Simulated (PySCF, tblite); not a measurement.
**C7H6F radical: geometry, infrared bands and EPR parameters**

What infrared bands and EPR parameters should C7H6F radical (`FCc1[c]cccc1`) show?

Programs: tblite 0.8.0 and PySCF 2.14.0, with density-fitted response routines of our own. Each step states its level of theory. These are calculated values for one molecule in the gas phase, unless marked as measured. Atoms count from 0, in the outputs and in this text.

## Step 1: The starting structure

14 atoms, charge 0, multiplicity 2; geometry from: force field or distance geometry start.

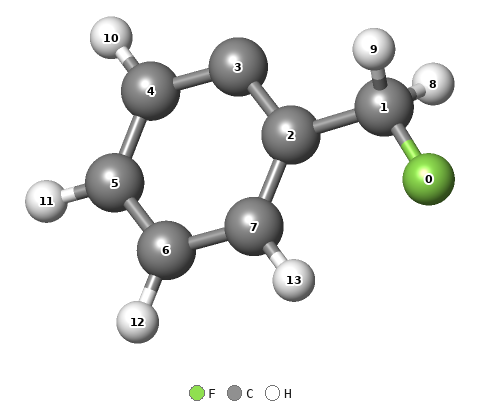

As it starts; fluorine green, carbon grey, hydrogen white, atoms numbered.

## Step 2: Geometry optimisation with GFN2-xTB

The job: settings as JSON, then the geometry in Å.

```
{"job": {"kind": "relax", "xc": "GFN2-xTB", "basis": "xTB"}, "charge": 0, "multiplicity": 2}
F      2.729500    -1.269700     0.190200
C      2.244400    -0.032600    -0.175200
C      0.765000     0.072100    -0.081700
C      0.144600     1.294000    -0.433100
C     -1.240600     1.424000    -0.353600
C     -2.034100     0.350400     0.041600
C     -1.430100    -0.858400     0.381500
C     -0.036700    -0.995000     0.325400
H      2.589200     0.148000    -1.189100
H      2.712100     0.691600     0.507600
H     -1.699900     2.371800    -0.630100
H     -3.113300     0.454300     0.096100
H     -2.049800    -1.699800     0.711600
H      0.419000    -1.951000     0.586600
```

Run with:

```sh
$ OMP_NUM_THREADS=1 python probes_run.py task.json out
```

This one command runs all jobs of the session in turn.

The program printed:

```text
step      E/eV     max force
  0    -616.55543    2.498
  1    -616.65154    0.657
  2    -616.67171    0.403
  3    -616.68314    0.159
  4    -616.68395    0.074
  5    -616.68451    0.081
  6    -616.68489    0.054
  7    -616.68510    0.025
  8    -616.68516    0.017
  9    -616.68521    0.021
 10    -616.68526    0.023
 11    -616.68532    0.024
 12    -616.68536    0.016
 13    -616.68538    0.015
 14    -616.68541    0.018
 15    -616.68545    0.019
 16    -616.68548    0.014
 17    -616.68550    0.011
 18    -616.68551    0.007
```

Wall time 0.09 s (1 thread of Arm Neoverse V1, shared host).

Step by step:

| step | energy from step 0 (eV) | largest force (eV/Å) |
| --- | --- | --- |
| 0 | 0.0000 | 2.4982 |
| 1 | -0.0961 | 0.6567 |
| 2 | -0.1163 | 0.4035 |
| 3 | -0.1277 | 0.1593 |
| 4 | -0.1285 | 0.0738 |
| 5 | -0.1291 | 0.0813 |
| 6 | -0.1295 | 0.0538 |
| 7 | -0.1297 | 0.0246 |
| 8 | -0.1297 | 0.0170 |
| 9 | -0.1298 | 0.0211 |
| 10 | -0.1298 | 0.0228 |
| 11 | -0.1299 | 0.0236 |
| 12 | -0.1299 | 0.0162 |
| 13 | -0.1300 | 0.0150 |
| 14 | -0.1300 | 0.0181 |
| 15 | -0.1300 | 0.0188 |
| 16 | -0.1300 | 0.0142 |
| 17 | -0.1301 | 0.0107 |
| 18 | -0.1301 | 0.0073 |

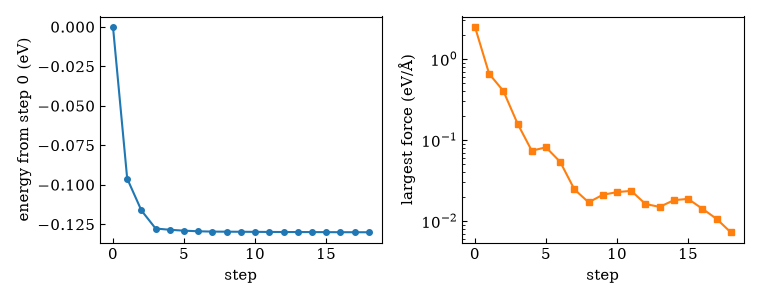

Energy and largest force along the relaxation.

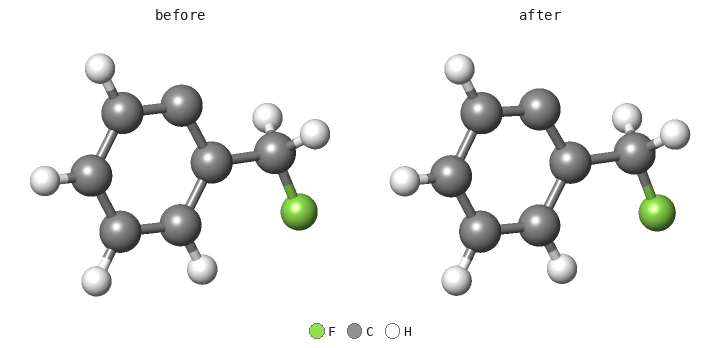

Before and after, at one scale.

Close pairs (by a distance rule), those that changed most:

| bond | before (Å) | after (Å) | change (Å) |
| --- | --- | --- | --- |
| C2–C3 | 1.415 | 1.369 | -0.045 |
| C3–C4 | 1.394 | 1.360 | -0.034 |
| C6–C7 | 1.401 | 1.384 | -0.017 |
| C1–C2 | 1.486 | 1.503 | +0.017 |
| C6–H12 | 1.096 | 1.081 | -0.015 |
| C5–C6 | 1.393 | 1.382 | -0.011 |
| C1–H8 | 1.086 | 1.097 | +0.011 |
| C7–H13 | 1.091 | 1.080 | -0.011 |

The next job starts from the end point, and lists it.

## Step 3: Infrared spectrum with GFN2-xTB

The job: settings as JSON, then the geometry in Å.

```
{"job": {"kind": "ir", "xc": "GFN2-xTB", "basis": "xTB"}, "charge": 0, "multiplicity": 2}
F      2.698585    -1.273783     0.193443
C      2.250161    -0.029578    -0.168146
C      0.753117     0.078192    -0.086095
C      0.105206     1.240570    -0.408759
C     -1.241261     1.425948    -0.362860
C     -2.027800     0.347657     0.046292
C     -1.421020    -0.848033     0.382162
C     -0.046005    -0.991413     0.319755
H      2.596623     0.147818    -1.193647
H      2.729619     0.690126     0.506748
H     -1.697720     2.367053    -0.628727
H     -3.101359     0.457109     0.096855
H     -2.025705    -1.685935     0.698011
H      0.426882    -1.926203     0.582801
```

The program printed:

```text
mode    cm-1     km/mol
  1      30.1      8.77
  2     177.5      3.80
  3     196.8      5.55
  4     366.6      3.01
  5     392.5      0.46
  6     435.6      0.09
  7     544.6     11.86
  8     581.3      3.02
  9     607.2      0.13
 10     745.0     28.36
 11     797.3      0.96
 12     845.5      0.75
 13     889.5      0.21
 14     905.6      0.05
 15     955.7      5.45
 16     959.0      0.14
 17    1050.2     79.11
 18    1075.9      2.94
 19    1131.5      0.60
 20    1160.7      0.79
 21    1202.8      6.19
 22    1204.2      0.99
 23    1238.7      4.89
 24    1285.1      0.02
 25    1310.8     14.41
 26    1407.1      1.37
 27    1425.7      2.75
 28    1441.3      1.10
 29    1527.2      2.24
 30    1615.0      1.40
 31    2914.4     23.61
 32    2929.2     23.65
 33    3067.0      4.66
 34    3075.3     17.90
 35    3081.5     38.02
 36    3087.0     16.60
```

Wall time 0.35 s (1 thread of Arm Neoverse V1, shared host).

Which atoms move in the most intense modes:

| cm⁻¹ | km/mol | atoms |
| --- | --- | --- |
| 745 | 28.4 | H11 29 %, H10 22 %, H12 20 %, H13 12 % |
| 1050 | 79.1 | C1 49 %, F0 35 % |
| 1311 | 14.4 | H8 31 %, H9 31 %, C1 15 % |
| 2914 | 23.6 | H9 49 %, H8 42 % |
| 2929 | 23.6 | H8 51 %, H9 45 % |
| 3075 | 17.9 | H12 32 %, H10 27 %, H13 23 %, H11 11 % |
| 3082 | 38.0 | H10 48 %, H13 32 %, H11 12 % |
| 3087 | 16.6 | H12 35 %, H13 34 %, H11 12 %, H10 11 % |

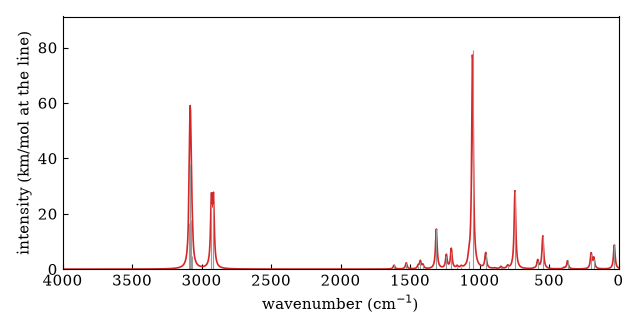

The infrared spectrum from these modes, unscaled. Lines are broadened to a width of 14 cm⁻¹ (Lorentzian).

## Step 4: g tensor and hyperfine couplings: B3LYP/pcH-1

Same as in step 3 but for these lines:

```diff
@@ -1,2 +1,2 @@
-{"job": {"kind": "ir", "xc": "GFN2-xTB", "basis": "xTB"}, "charge": 0, "multiplicity": 2}
+{"job": {"kind": "epr", "basis": "pcH-1"}, "charge": 0, "multiplicity": 2}
 F      2.698585    -1.273783     0.193443
```

Method: UKS B3LYP, pcH-1 on C F H, non-relativistic, mean-field spin-orbit, GIAO.

The program printed:

```text
UKS, coarse grid
  cycle   1  E = -370.06978086  |g| = 3.95e-01
  cycle   2  E = -370.02616414  |g| = 5.56e-01
  cycle   3  E = -370.12838977  |g| = 7.39e-02
  cycle   4  E = -370.13018133  |g| = 4.37e-02
  cycle   5  E = -370.13121537  |g| = 1.33e-02
  cycle   6  E = -370.13130802  |g| = 4.43e-03
  cycle   7  E = -370.13132572  |g| = 1.68e-03
  cycle   8  E = -370.13133104  |g| = 1.36e-03
  cycle   9  E = -370.13133281  |g| = 6.70e-04
UKS, final grid
  cycle   1  E = -370.13126460  |g| = 1.02e-03
  cycle   2  E = -370.13126329  |g| = 1.94e-03
  cycle   3  E = -370.13126546  |g| = 1.79e-04
  cycle   4  E = -370.13126556  |g| = 1.57e-04
  cycle   5  E = -370.13126563  |g| = 5.63e-05
  cycle   6  E = -370.13126563  |g| = 9.52e-06
E = -370.13126563 Eh   <S^2> = 0.7569 (exact 0.7500)
g shifts (ppm)      1          2          3
  rmc          -163       -163       -163
  gc             25         12         -2
  oz_so        -605        -43        875
  total        -742       -193        711
hyperfine (MHz)  atom isotope    a_iso     a_fc   dipolar eigenvalues
    0   19F      -2.32      -2.32     -4.29     -1.85      6.13
    1   13C      30.27      30.27     -2.43     -1.92      4.35
    2   13C      13.18      13.18    -14.45     -3.14     17.59
    3   13C     378.47     378.47    -78.49    -61.84    140.33
    4   13C      11.41      11.41    -13.88     -2.05     15.93
    5   13C      46.35      46.35     -6.53     -2.39      8.93
    6   13C      -6.42      -6.42     -6.29      2.25      4.04
    7   13C      39.96      39.96     -6.39     -2.38      8.77
    8    1H      -4.55      -4.55     -3.87     -2.75      6.62
    9    1H      -4.54      -4.54     -3.86     -2.75      6.60
   10    1H      59.57      59.57     -6.89     -5.68     12.57
   11    1H      14.18      14.18     -3.17     -2.25      5.42
   12    1H       6.94       6.94     -1.60      0.30      1.30
   13    1H      21.04      21.04     -3.16     -2.11      5.27
```

It took 59 s on 1 thread of Arm Neoverse V1, shared host; peak memory 0.97 GiB.

Principal g values 2.00158, 2.00213, 2.00303; g(iso) = 2.00224, against 2.00232 for a free electron.

Mean a(iso) over the nuclei that a row names, and the largest dipolar term of the row (other rows stand at the frozen geometry):

| nuclei | isotope | a(iso) (MHz) | a(iso) (G, at g = 2.0023) | largest dipolar term (MHz) |
| --- | --- | --- | --- | --- |
| C3 | 13C | 378.5 | 135.0 | 140.3 |
| H10 | 1H | 59.6 | 21.3 | 12.6 |
| C5 | 13C | 46.4 | 16.5 | 8.9 |
| C7 | 13C | 40.0 | 14.3 | 8.8 |
| C1 | 13C | 30.3 | 10.8 | 4.4 |
| H13 | 1H | 21.0 | 7.5 | 5.3 |
| H11 | 1H | 14.2 | 5.1 | 5.4 |
| C2 | 13C | 13.2 | 4.7 | 17.6 |
| C4 | 13C | 11.4 | 4.1 | 15.9 |
| H12 | 1H | 6.9 | 2.5 | -1.6 |
| C6 | 13C | -6.4 | -2.3 | -6.3 |
| H8, H9 | 1H | -4.5 | -1.6 | 6.6 |
| F0 | 19F | -2.3 | -0.8 | 6.1 |

Mulliken spin populations:

F0 0.00; C1 0.02; C2 -0.09; C3 1.01; C4 -0.07; C5 0.06; C6 -0.04; C7 0.06; H8 0.00; H9 0.00; H10 0.02; H11 0.01; H12 0.00; H13 0.01

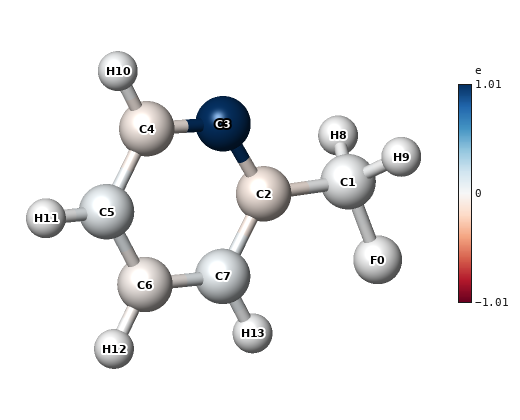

Mulliken spin populations, as colours on the atoms.

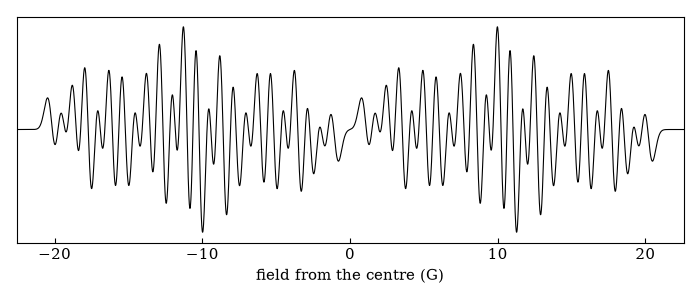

First-order isotropic spectrum (first derivative, main isotopes with spin only, couplings over 0.8 MHz, Gaussian width 0.3 G; couplings of the frozen geometry, rotation of groups not averaged beyond the rows shown).

Orbitals, density, ELF and potential are computed afterwards from the orbital file.

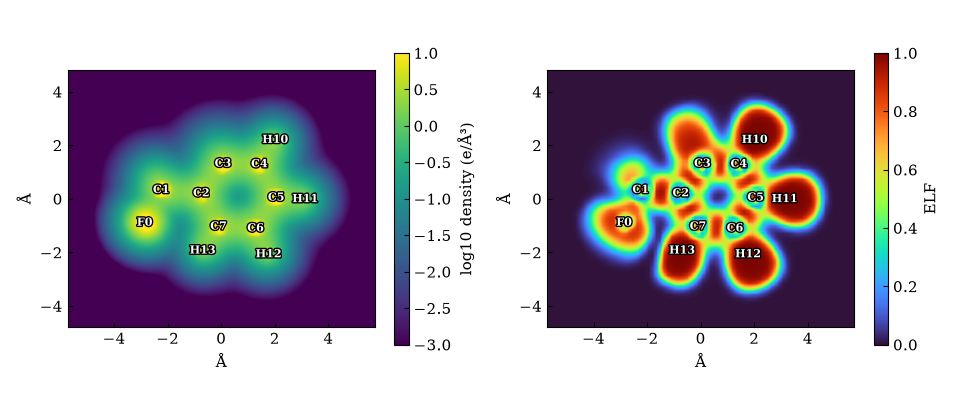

Density (left) and ELF (right) in a plane through or near 12 of the atoms.

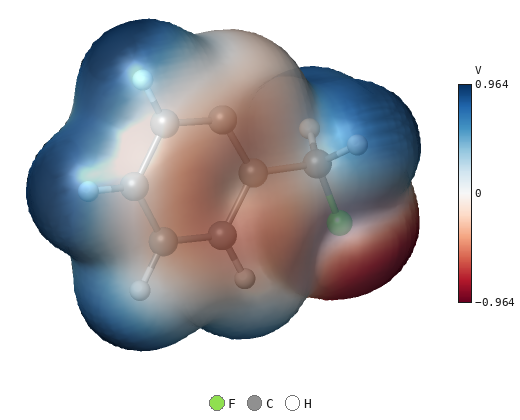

The potential that a unit positive charge feels on the 0.002 e/bohr³ surface, from -0.93 V near F0 to 0.96 V near H10.

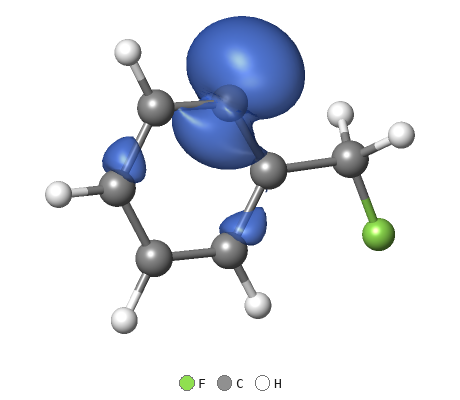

Spin density at ±0.05 e/Å³ (alpha excess blue, beta excess red).

## Step 5: Summary of results

| quantity | value |
| --- | --- |
| strongest single infrared mode (GFN2-xTB) | 1050 cm⁻¹, 79 km/mol |
| zero-point energy (GFN2-xTB) | 65.3 kcal/mol |
| g(iso) (B3LYP) | 2.00224 |
| ⟨S²⟩ | 0.757 (exact 0.75) |
| largest a(iso) (averaged by class) | 13C on C3, 378.5 MHz |
| surface potential, least and greatest | -0.93 V and 0.96 V |

In words: The optimisation took 18 steps and gained 0.130 eV; among the close pairs (by a distance rule), C2–C3 changed most, from 1.415 to 1.369 Å. No mode is imaginary among the 36: a minimum at this level. The strongest single mode, at 1050 cm⁻¹, moves mainly C1 and F0. Unscaled tight-binding wavenumbers are off by several per cent, some by more. Its intensities can rank the bands wrongly. Most of the unpaired spin sits on C3 (1.01 e). The isotropic g lies 0.1 ppt below the free-electron value.
